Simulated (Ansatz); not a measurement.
## Run report: CH7Si2 (charge −1), geometry relaxation (part 1 of 2)

System: CH7Si2, charge −1.
Method: RKS PBE-D4/def2-SVPD (Ansatz 0.2.0).

Figures and captions count atoms from 1; the log counts them from 0 in places.

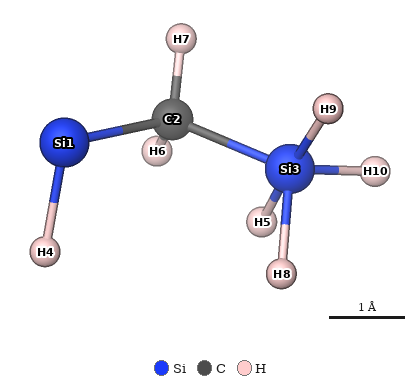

Figure 1. The structure as given in the input (ball-and-stick view, seen at a tilt; atoms are numbered from 1 in the order of the input). Bond lengths as drawn: C–H 1.10 Å, C–Si 1.84 to 1.98 Å and H–Si 1.42 to 1.54 Å.

## Summary

```tsv
quantity	value
outcome	converged
total energy	−16890.8032 eV
mean-field energy	−16890.5298 eV
dispersion energy	−0.2733 eV
SCF solution under orbital rotations	stable
largest force (length of the vector) at the end	0.016 eV/Å
hardware	2 threads of Arm Neoverse V1, 23 GiB of memory available, shared host
wall time	64 s (CPU time 2.1 min)
peak memory	0.15 GiB
```

## The input
```yaml
crystal:
  periodic: [false, false, false]
  atoms:
    - {symbol: Si, position_ang: [-1.605086, 0.853577, -0.345833]}
    - {symbol: C, position_ang: [0.332835, 0.435840, -0.429777]}
    - {symbol: Si, position_ang: [0.759480, -0.713474, 0.946524]}
    - {symbol: H, position_ang: [-2.078911, -0.430139, -1.054183]}
    - {symbol: H, position_ang: [0.962969, -1.344191, -0.309338]}
    - {symbol: H, position_ang: [0.647154, 0.020814, -1.393641]}
    - {symbol: H, position_ang: [0.886154, 1.369675, -0.270940]}
    - {symbol: H, position_ang: [-0.136472, -1.908835, 1.014842]}
    - {symbol: H, position_ang: [0.697264, -0.050557, 2.284955]}
    - {symbol: H, position_ang: [2.152462, -1.293665, 0.872052]}
basis:
  gaussian: {orbitals: def2-SVPD}
total_charge: -1
hamiltonian: {xc: pbe, dispersion: d4}
relax: {f_tol: 0.03, max_steps: 250}
```

Launched with:
```bash
ansatz run in.yaml --threads 2 --pin off --events-out ev --progress --plain --max-ram 4352MiB
```

## The program's output
```
Functional definition: PBE
  name "PBE"
  cite "Perdew, Burke & Ernzerhof, Phys. Rev. Lett. 77, 3865 (1996) doi:10.1103/PhysRevLett.77.3865"
  parent pbe
  parameter kappa = 0.804
  parameter beta = 0.06672455060314922
  exchange = pbe_x(kappa = kappa, mu = beta*pi^2/3)
  correlation = pbe_c(beta = beta)
1073 factors; their error is unknown
mean field evaluation 1: about -16880.9518 eV, gradient 4.0e1 eV
mean field evaluation 2: about -16848.9593 eV, gradient 9.2e1 eV
mean field evaluation 4: about -16876.6904 eV, gradient 3.8e1 eV
mean field evaluation 8: about -16886.4918 eV, gradient 1.8e0 eV
mean field evaluation 16: about -16886.4840 eV, gradient 3.1e-3 eV
mean field -16886.48396418 eV, -620.5668396137 hartree, gradient 5.3e-5 eV, S^2 0.000000; 1 other end points of the search recorded, 0 dependent functions left out
the calculation of the forces begins
reference -16886.48401375 eV, -620.5668414355 hartree; 21, 21 occupied and 103, 103 virtual orbitals, 1073 factors
relax step   1: F+E_penalty+E_count = -16886.76216892 eV  Δ(F+E_penalty+E_count) = +0.000e0 eV  max|allowed force component| = 2.805e0 eV/Å  Δτ_max = 0.0000 Å  (57 SCF iters, accepted)
these checks for a lower state are left out or cut short: starts, cluster_reference, orbital_swaps, neighbouring_geometries, increment
1073 factors; their error is unknown
mean field evaluation 32: about -16887.6846 eV, gradient 2.6e-4 eV
mean field -16887.68462999 eV, -620.6109632685 hartree, gradient 1.0e-5 eV, S^2 0.000000; 0 other end points of the search recorded, 0 dependent functions left out
[... from here on the field's lines of each further geometry are left out, up to the last ...]
relax step   2: F+E_penalty+E_count = -16887.96203372 eV  Δ(F+E_penalty+E_count) = -1.200e0 eV  max|allowed force component| = 1.972e0 eV/Å  Δτ_max = 0.1946 Å  (38 SCF iters, accepted)
relax step   3: F+E_penalty+E_count = -16888.63328718 eV  Δ(F+E_penalty+E_count) = -6.713e-1 eV  max|allowed force component| = 7.647e-1 eV/Å  Δτ_max = 0.1948 Å  (38 SCF iters, accepted)
relax step   4: F+E_penalty+E_count = -16888.78745499 eV  Δ(F+E_penalty+E_count) = -1.542e-1 eV  max|allowed force component| = 7.056e-1 eV/Å  Δτ_max = 0.2000 Å  (31 SCF iters, accepted)
relax step   5: F+E_penalty+E_count = -16888.89523391 eV  Δ(F+E_penalty+E_count) = -1.078e-1 eV  max|allowed force component| = 3.106e-1 eV/Å  Δτ_max = 0.1617 Å  (36 SCF iters, accepted)
relax step   6: F+E_penalty+E_count = -16888.93000147 eV  Δ(F+E_penalty+E_count) = -3.477e-2 eV  max|allowed force component| = 1.644e-1 eV/Å  Δτ_max = 0.1097 Å  (30 SCF iters, accepted)
relax step   7: F+E_penalty+E_count = -16888.97716090 eV  Δ(F+E_penalty+E_count) = -4.716e-2 eV  max|allowed force component| = 3.057e-1 eV/Å  Δτ_max = 0.1968 Å  (30 SCF iters, accepted)
relax step   8: F+E_penalty+E_count = -16889.06452042 eV  Δ(F+E_penalty+E_count) = -8.736e-2 eV  max|allowed force component| = 4.141e-1 eV/Å  Δτ_max = 0.1968 Å  (30 SCF iters, accepted)
relax step   9: F+E_penalty+E_count = -16889.21425638 eV  Δ(F+E_penalty+E_count) = -1.497e-1 eV  max|allowed force component| = 5.505e-1 eV/Å  Δτ_max = 0.1964 Å  (29 SCF iters, accepted)
relax step  10: F+E_penalty+E_count = -16889.40736809 eV  Δ(F+E_penalty+E_count) = -1.931e-1 eV  max|allowed force component| = 7.080e-1 eV/Å  Δτ_max = 0.1960 Å  (35 SCF iters, accepted)
relax step  11: F+E_penalty+E_count = -16889.62568926 eV  Δ(F+E_penalty+E_count) = -2.183e-1 eV  max|allowed force component| = 1.012e0 eV/Å  Δτ_max = 0.1903 Å  (34 SCF iters, accepted)
relax step  12: F+E_penalty+E_count = -16889.93944267 eV  Δ(F+E_penalty+E_count) = -3.138e-1 eV  max|allowed force component| = 6.540e-1 eV/Å  Δτ_max = 0.1954 Å  (30 SCF iters, accepted)
relax step  13: F+E_penalty+E_count = -16890.26681339 eV  Δ(F+E_penalty+E_count) = -3.274e-1 eV  max|allowed force component| = 5.188e-1 eV/Å  Δτ_max = 0.1951 Å  (34 SCF iters, accepted)
relax step  14: F+E_penalty+E_count = -16890.55532530 eV  Δ(F+E_penalty+E_count) = -2.885e-1 eV  max|allowed force component| = 3.934e-1 eV/Å  Δτ_max = 0.1949 Å  (33 SCF iters, accepted)
relax step  15: F+E_penalty+E_count = -16890.71127572 eV  Δ(F+E_penalty+E_count) = -1.560e-1 eV  max|allowed force component| = 4.621e-1 eV/Å  Δτ_max = 0.1986 Å  (28 SCF iters, accepted)
relax step  16: F+E_penalty+E_count = -16890.75888286 eV  Δ(F+E_penalty+E_count) = -4.761e-2 eV  max|allowed force component| = 2.852e-1 eV/Å  Δτ_max = 0.2000 Å  (30 SCF iters, accepted)
relax step  17: F+E_penalty+E_count = -16890.78333518 eV  Δ(F+E_penalty+E_count) = -2.445e-2 eV  max|allowed force component| = 1.702e-1 eV/Å  Δτ_max = 0.1066 Å  (28 SCF iters, accepted)
relax step  18: F+E_penalty+E_count = -16890.78612263 eV  Δ(F+E_penalty+E_count) = -2.787e-3 eV  max|allowed force component| = 2.068e-1 eV/Å  Δτ_max = 0.0697 Å  (27 SCF iters, accepted)
relax step  19: F+E_penalty+E_count = -16890.79707318 eV  Δ(F+E_penalty+E_count) = -1.095e-2 eV  max|allowed force component| = 4.820e-2 eV/Å  Δτ_max = 0.1078 Å  (28 SCF iters, accepted)
relax step  20: F+E_penalty+E_count = -16890.80050920 eV  Δ(F+E_penalty+E_count) = -3.436e-3 eV  max|allowed force component| = 4.423e-2 eV/Å  Δτ_max = 0.1150 Å  (27 SCF iters, accepted)
relax step  21: F+E_penalty+E_count = -16890.80039195 eV  Δ(F+E_penalty+E_count) = +1.173e-4 eV  max|allowed force component| = 1.810e-1 eV/Å  Δτ_max = 0.1299 Å  (29 SCF iters, rejected (line search))
relax step  22: F+E_penalty+E_count = -16890.79919623 eV  Δ(F+E_penalty+E_count) = +1.313e-3 eV  max|allowed force component| = 1.786e-1 eV/Å  Δτ_max = 0.0648 Å  (28 SCF iters, rejected (line search))
relax step  23: F+E_penalty+E_count = -16890.80132139 eV  Δ(F+E_penalty+E_count) = -8.122e-4 eV  max|allowed force component| = 1.958e-2 eV/Å  Δτ_max = 0.0323 Å  (28 SCF iters, accepted)
relax step  24: F+E_penalty+E_count = -16890.80215169 eV  Δ(F+E_penalty+E_count) = -8.303e-4 eV  max|allowed force component| = 7.720e-2 eV/Å  Δτ_max = 0.0977 Å  (27 SCF iters, accepted)
relax step  25: F+E_penalty+E_count = -16890.80237961 eV  Δ(F+E_penalty+E_count) = -2.279e-4 eV  max|allowed force component| = 4.603e-2 eV/Å  Δτ_max = 0.0111 Å  (30 SCF iters, accepted)
relax step  26: F+E_penalty+E_count = -16890.80271889 eV  Δ(F+E_penalty+E_count) = -3.393e-4 eV  max|allowed force component| = 1.169e-2 eV/Å  Δτ_max = 0.0267 Å  (29 SCF iters, accepted)
relax step  27: F+E_penalty+E_count = -16890.80290120 eV  Δ(F+E_penalty+E_count) = -1.823e-4 eV  max|allowed force component| = 6.384e-3 eV/Å  Δτ_max = 0.0353 Å  (30 SCF iters, accepted)
relax step  28: F+E_penalty+E_count = -16890.80296497 eV  Δ(F+E_penalty+E_count) = -6.377e-5 eV  max|allowed force component| = 4.299e-2 eV/Å  Δτ_max = 0.0759 Å  (28 SCF iters, accepted)
the calculation of the forces begins
reference -16890.52984279 eV, -620.7155229102 hartree; 21, 21 occupied and 103, 103 virtual orbitals, 1073 factors
relax step  29: F+E_penalty+E_count = -16890.80309978 eV  Δ(F+E_penalty+E_count) = -1.348e-4 eV  max|allowed force component| = 1.278e-2 eV/Å  Δτ_max = 0.0075 Å  (23 SCF iters, accepted)
```

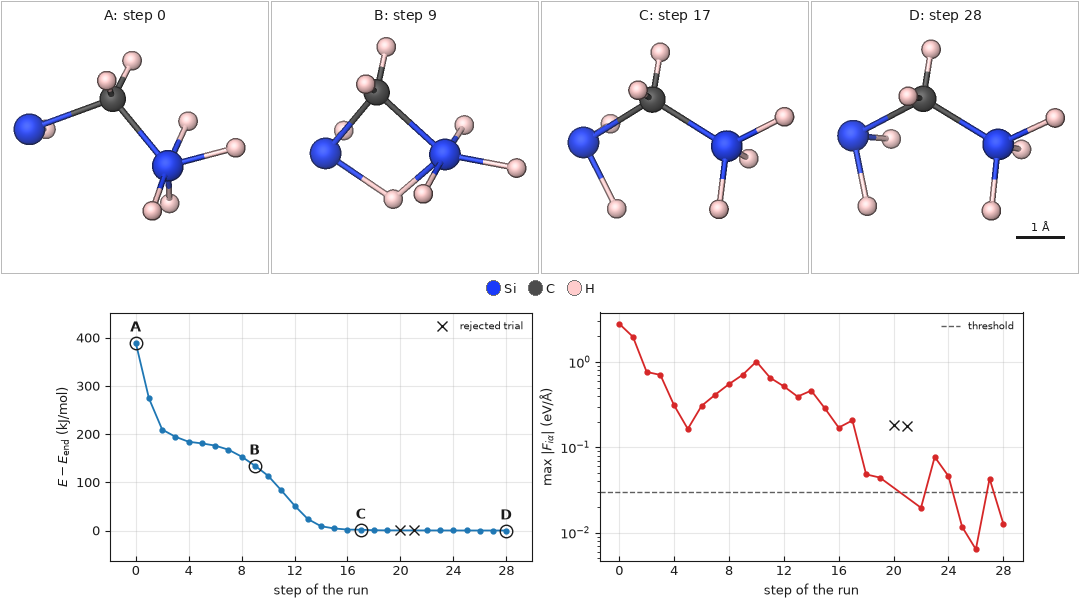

Figure 2. Frames of the relaxation (ball-and-stick view, seen at a tilt) above the curves, on which the letters mark them (the first geometry is step 0 here and step 1 in the log).

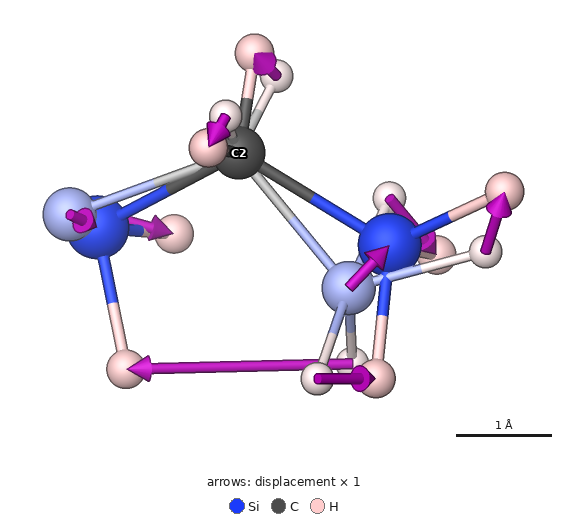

Figure 3. Start (faint) and end (solid) with the displacements as pink arrows, at true length (ball-and-stick view, seen at a tilt). The two geometries are laid on each other by the best rigid fit. H8 moves most after the best rigid fit: 2.45 Å. By element the largest moves are H 2.45 Å, Si 0.63 Å, C 0.13 Å. Among the contacts that change: Si1–H8 3.412 → 1.563 Å, Si3–H8 1.495 → 3.130 Å, Si3–H5 1.420 → 1.510 Å, Si3–H10 1.511 → 1.541 Å. New bonds form: Si1–H8 (3.41 → 1.56 Å). Bonds break: Si3–H8 (1.50 → 3.13 Å). Among the angles that change: H5–Si3–H9 174.1° → 107.4°, C2–Si3–H5 69.5° → 112.5°, H5–Si3–H10 69.7° → 103.9°. The energy falls by 389.9 kJ/mol in 28 geometry steps. Largest force component: 2.8 eV/Å at the start, 0.013 eV/Å at the end. The line search rejected the trial steps at points 20, 21 (counted from 0) and went back. (Atoms are counted from 1 in the order of the input.)

```
1073 factors; their error is unknown
mean field -16890.52978650 eV, -620.7155208416 hartree, gradient 9.2e-6 eV, S^2 0.000000; 1 other end points of the search recorded, 0 dependent functions left out
the calculation of the forces begins
reference -16890.52984279 eV, -620.7155229102 hartree; 21, 21 occupied and 103, 103 virtual orbitals, 1073 factors
Total energy: -16890.80315607 eV, -620.7255669879 hartree
Atom 0 at    -1.601373     0.374004    -0.364485 Å, force    -0.000144    -0.012784     0.010221 eV/Å
Atom 1 at     0.399306     0.541740    -0.333436 Å, force     0.001572    -0.002856    -0.003616 eV/Å
Atom 2 at     1.233679    -0.875294     0.549570 Å, force    -0.000838    -0.005038     0.006226 eV/Å
Atom 3 at    -1.629662    -1.078248    -0.937977 Å, force     0.001321     0.008186     0.001647 eV/Å
Atom 4 at     0.901896    -2.214661    -0.064802 Å, force     0.002186     0.004994     0.001283 eV/Å
Atom 5 at     0.764434     0.604581    -1.381731 Å, force    -0.000094    -0.001899    -0.004858 eV/Å
Atom 6 at     0.677508     1.502177     0.152476 Å, force     0.000269     0.004764     0.004038 eV/Å
Atom 7 at    -1.753211    -0.124500     1.108956 Å, force    -0.000855     0.004780    -0.008033 eV/Å
Atom 8 at     0.850687    -0.940095     2.010093 Å, force     0.001177    -0.000654    -0.007458 eV/Å
Atom 9 at     2.774586    -0.850658     0.575997 Å, force    -0.004595     0.000506     0.000550 eV/Å
Dipole moment:     0.943705    -0.119905     0.127180 e Å
```

## Trajectory as extended XYZ (Å, eV, eV/Å), 29 frames, from step=1 to step=29
```
10
Properties=species:S:1:pos:R:3:forces:R:3 step=1 energy=-16886.76217
Si   -1.6051    0.8536   -0.3458    0.8220  -0.1741   0.6549
C     0.3328    0.4358   -0.4298   -1.9901   2.4652  -1.8615
Si    0.7595   -0.7135    0.9465    0.4751  -1.4032   1.6130
H    -2.0789   -0.4301   -1.0542    0.0155  -0.1364  -0.4019
H     0.9630   -1.3442   -0.3093    0.0656  -2.3283  -2.8050
H     0.6472    0.0208   -1.3936    0.0277   0.2496  -0.0332
H     0.8862    1.3697   -0.2709    0.2452   0.6730   0.1636
H    -0.1365   -1.9088    1.0148   -0.8709  -0.2752   0.7423
H     0.6973   -0.0506    2.2850   -0.0308   0.7391   0.5865
H     2.1525   -1.2937    0.8721    1.2406   0.1902   1.3412
10
Properties=species:S:1:pos:R:3:forces:R:3 step=2 energy=-16887.96203
Si   -1.6032    0.8349   -0.2852    0.7787  -0.3832   0.2990
C     0.3107    0.4926   -0.4542   -1.3995   1.9723  -0.7650
Si    0.7804   -0.7806    0.8903    0.8698  -1.3462   0.3816
H    -2.0627   -0.4209   -1.0868    0.0447   0.0627  -0.2055
H     0.9311   -1.5021   -0.4185    0.1067  -1.3530  -1.2605
H     0.6320    0.0968   -1.4236    0.0034   0.0364  -0.0439
H     0.8784    1.4236   -0.2561    0.0245   0.2636   0.1995
H    -0.2134   -1.9199    1.0950   -0.5093   0.0944   0.6634
H     0.7086   -0.0238    2.2317   -0.1221   0.4088   0.0169
H     2.2561   -1.2616    1.0221    0.2030   0.2441   0.7144
10
Properties=species:S:1:pos:R:3:forces:R:3 step=3 energy=-16888.63329
Si   -1.5862    0.7997   -0.2350    0.2484  -0.2795   0.1679
C     0.2770    0.5761   -0.4628   -0.4190   0.7212  -0.3405
Si    0.8210   -0.8565    0.8189    0.2080  -0.7647   0.1970
H    -2.0501   -0.4105   -1.1182    0.1337   0.1184  -0.0854
H     0.9502   -1.6683   -0.5182    0.0409  -0.4275  -0.2707
H     0.6147    0.1497   -1.4211   -0.0381   0.1184  -0.0300
H     0.8715    1.4824   -0.2199   -0.0749   0.0367   0.1736
H    -0.2836   -1.8920    1.2050   -0.0123   0.2802   0.2777
H     0.6928    0.0027    2.1507    0.0092   0.1015  -0.3324
H     2.3105   -1.2441    1.1152   -0.0960   0.0952   0.2428
10
Properties=species:S:1:pos:R:3:forces:R:3 step=4 energy=-16888.78746
Si   -1.6044    0.7307   -0.2128    0.2881  -0.3716   0.0227
C     0.2526    0.5919   -0.4698   -0.0796   0.7056  -0.0031
Si    0.8373   -0.8836    0.7798   -0.0780  -0.4887   0.2039
H    -1.9983   -0.4223   -1.1987    0.0306   0.1103  -0.0540
H     0.8991   -1.7395   -0.5440    0.0316  -0.2249  -0.0957
H     0.6463    0.2076   -1.4364   -0.0733   0.4016   0.2047
H     0.8055    1.4684   -0.0317   -0.1442  -0.2954  -0.4510
H    -0.2990   -1.8164    1.2951    0.0622   0.1854   0.1614
H     0.7777    0.1148    2.0096    0.0372  -0.0452  -0.0925
H     2.3010   -1.3125    1.1235   -0.0746   0.0230   0.1036
10
Properties=species:S:1:pos:R:3:forces:R:3 step=5 energy=-16888.89523
Si   -1.5826    0.6139   -0.1678    0.0209  -0.2111  -0.0171
C     0.2587    0.6464   -0.4756    0.0051   0.2504  -0.0367
Si    0.8281   -0.9194    0.7568    0.0759  -0.0918   0.1854
H    -1.9411   -0.4549   -1.2607    0.0716   0.0797   0.0260
H     0.8583   -1.8321   -0.5419   -0.1047   0.0963   0.0351
H     0.6534    0.3639   -1.4772   -0.0442   0.1186   0.2144
H     0.7660    1.5337   -0.0198   -0.0812  -0.3106  -0.2294
H    -0.3253   -1.7472    1.4068    0.0293   0.1418  -0.1357
H     0.8377    0.1191    1.9546   -0.0004   0.0019  -0.0653
H     2.2646   -1.3841    1.1396    0.0277  -0.0752   0.0233
10
Properties=species:S:1:pos:R:3:forces:R:3 step=6 energy=-16888.93000
Si   -1.5710    0.5141   -0.1237    0.0258  -0.1450  -0.0744
C     0.2573    0.6633   -0.4731    0.0123   0.1144  -0.0238
Si    0.8459   -0.9206    0.7567   -0.1143   0.0460  -0.0255
H    -1.8818   -0.4969   -1.2866    0.0367   0.0469   0.1024
H     0.7933   -1.8225   -0.5524    0.0821   0.0755   0.1644
H     0.6541    0.4263   -1.4840   -0.0592   0.0264   0.1584
H     0.7452    1.5493   -0.0113   -0.0293  -0.1445  -0.0982
H    -0.3676   -1.6673    1.4022    0.0332   0.1350  -0.1349
H     0.8855    0.1468    1.9277    0.0449  -0.0788  -0.0315
H     2.2569   -1.4536    1.1591   -0.0322  -0.0761  -0.0368
10
Properties=species:S:1:pos:R:3:forces:R:3 step=7 energy=-16888.97716
Si   -1.5507    0.3867   -0.0478    0.1525  -0.0722  -0.1374
C     0.2562    0.6947   -0.4710   -0.0444  -0.2503   0.0710
Si    0.8572   -0.9050    0.7458    0.0175   0.1114  -0.3057
H    -1.7996   -0.5855   -1.2590   -0.0078   0.0013   0.1825
H     0.7843   -1.8175   -0.5481    0.0644   0.0789   0.1497
H     0.6412    0.5056   -1.4925   -0.0877  -0.0874   0.0187
H     0.7274    1.5812   -0.0213    0.0354   0.1601   0.1240
H    -0.4707   -1.5200    1.3222   -0.0311   0.1718  -0.1324
H     0.9536    0.1626    1.9057   -0.0091  -0.1320   0.0171
H     2.2189   -1.5637    1.1806   -0.0897   0.0185   0.0125
```
